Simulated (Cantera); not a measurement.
Input: 1 mol B, 0.13 mol O2, 1.4 mol N2, at 0.0210 bar.

Equilibrium computed with Cantera from the NASA thermochemical tables; the gas is ideal and each condensed phase is pure. Candidate condensed phases: B, BN, B2O3; 17 gas species. Equilibrium is a limit: real reactors are often held back by kinetics, nucleation or transport.

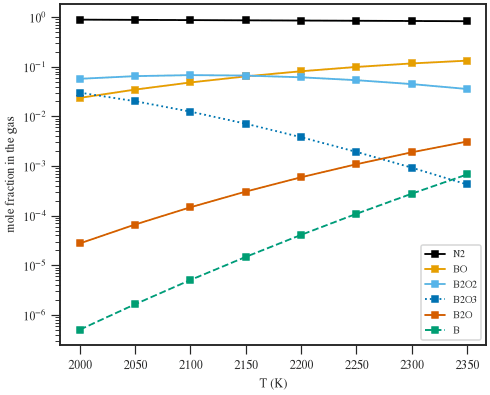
*Equilibrium gas composition (values under 1e-9 drawn at 1e-9)*

From 2000 K to 2350 K the condensed part is BN(s). The main B-bearing gas is B2O2 at 2000 K and BO at 2350 K. The share of B in condensed phases is highest at 2000 K (77.4 %) and lowest at 2350 K (73.6 %).
